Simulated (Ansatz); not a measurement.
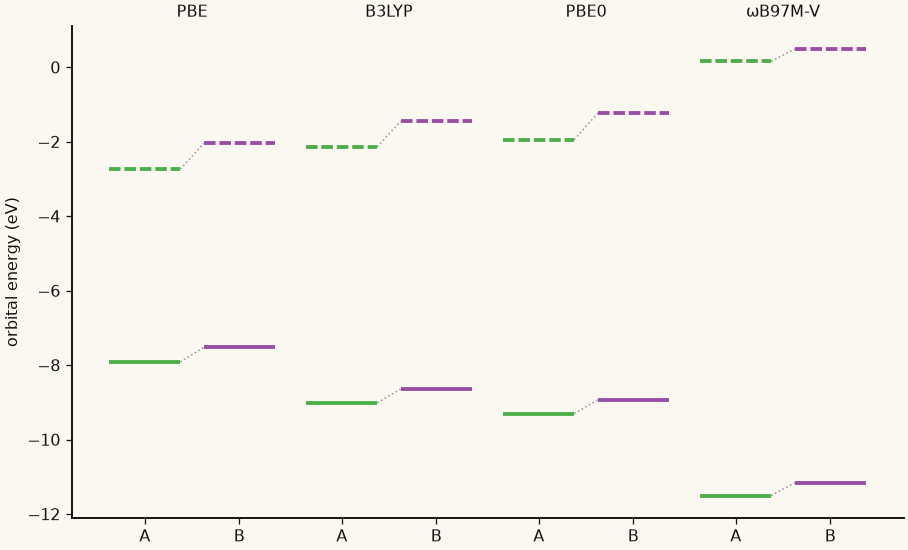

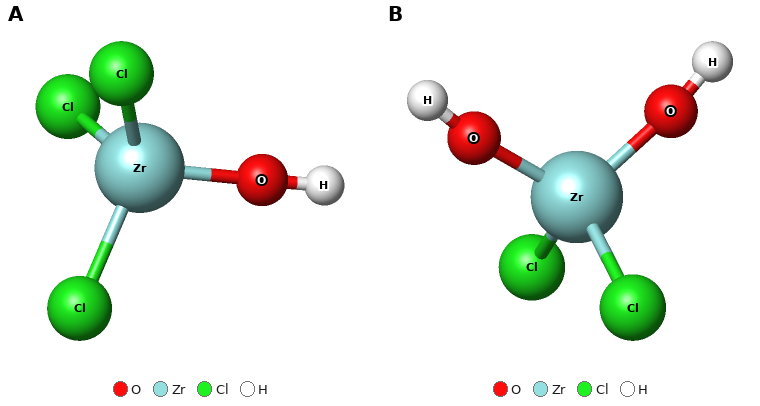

One change: A, ZrHOCl₃ (SMILES [OH][Zr]([Cl])([Cl])[Cl]), becomes B, ZrH₂O₂Cl₂ (SMILES [OH][Zr]([OH])([Cl])[Cl]). Cl on Zr is replaced by OH. HOMO (solid) and LUMO (dashed) computed in def2-TZVPP at PBE0-D4/def2-TZVP geometries, both minima by their frequencies, gas phase, the Ansatz code 0.2.0. Empty levels above zero depend strongly on the basis.

**What does the change do to HOMO and LUMO?**

PBE: the HOMO rises by 0.39 eV, the LUMO rises by 0.69 eV, and the separation goes from 5.18 to 5.48 eV. B3LYP: the HOMO rises by 0.37 eV, the LUMO rises by 0.70 eV, and the separation goes from 6.87 to 7.20 eV. PBE0: the HOMO rises by 0.37 eV, the LUMO rises by 0.72 eV, and the separation goes from 7.36 to 7.70 eV. ωB97M-V: the HOMO rises by 0.34 eV, the LUMO rises by 0.33 eV, and the separation goes from 11.66 to 11.65 eV.

**Do the functionals agree on the effect?**

They agree on the direction for both levels; the HOMO shift lies between 0.34 and 0.39 eV and the LUMO shift between 0.33 and 0.72 eV, while the separations themselves differ by up to 6.5 eV between functionals.

Note: core potentials past krypton.
